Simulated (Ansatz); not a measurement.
System: Ga3Sb2N.

Input

```
crystal:
  lattice:
    - [-1.9040972433, 5.7122917298, 2.6928001455]
    - [1.9040972433, -5.7122917298, 2.6928001455]
    - [1.9040972433, 5.7122917298, -2.6928001455]
  atoms:
    - { symbol: "N", position: [0.0, 0.0, 0.0] }
    - { symbol: Ga, position: [0.25, 0.75, 0.5] }
    - { symbol: Sb, position: [0.3333333333, 0.0, 0.3333333333] }
    - { symbol: Ga, position: [0.5833333333, 0.75, 0.8333333333] }
    - { symbol: Sb, position: [0.6666666667, 0.0, 0.6666666667] }
    - { symbol: Ga, position: [0.9166666667, 0.75, 0.1666666667] }
kpoints:
  mp_grid: { grid: [8, 8, 8] }
hamiltonian:
  xc: pbe
scf:
  occupations: { method: fermi_dirac, width: 0.02 }
relax:
  f_tol: 0.005
  cell: {}
output:
  write_density: true
  write_potential: true
  elf: true
  volumetric_format: npy
```

Command:

```sh
ansatz run input.yaml --threads 2 --pin off --max-ram 29491MiB --backend cpu --events-out ev --progress --plain --runs-dir out
```

Below, planes, directions and counts refer to the conventional cell (a = 3.98 Å, b = 12.08 Å, c = 5.62 Å, α = 90.00°, β = 90.00°, γ = 90.00°).

The fields are those of the run's last geometry, not of the input's.

Space group Imm2; started from the ordered alloy on zincblende lattice prototype, which need not be the ambient phase.

Level of theory: DFT, PBE, plane waves, PAW (Ansatz 0.2.0).

What will maps of the valence pseudo-density and electron localisation function show?

Answer. Ga–N (1.96 Å): ρ is about 0.72 e/Å³ halfway; the ELF peaks at about 0.85 in the valence shell of N, 0.7 Å from its nucleus, and is about 0.50 at the midpoint.
Ga–Sb (2.70 Å): ρ is about 0.39 e/Å³ halfway; the ELF peaks at about 0.70 between the atoms.

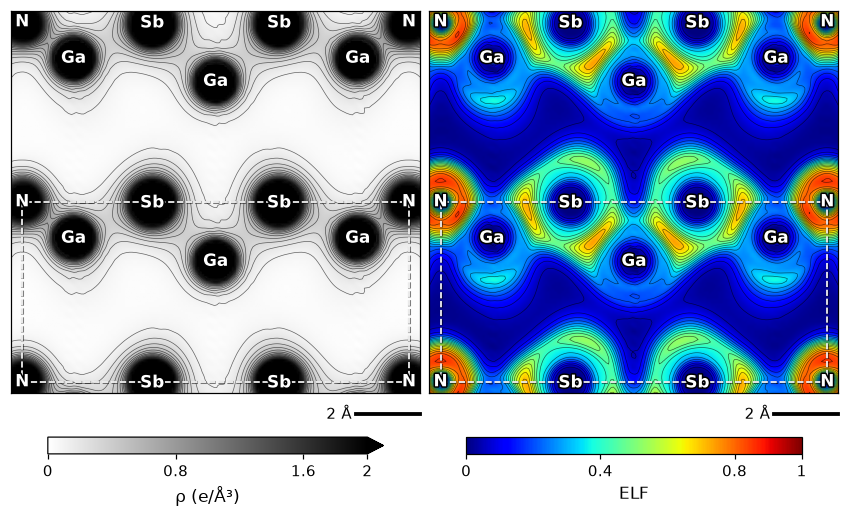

Computed valence pseudo-density and electron localisation function on the (100) plane of the conventional cell, in this order. 

In a PAW calculation such maps are meaningful between the atoms, not at the nuclei.
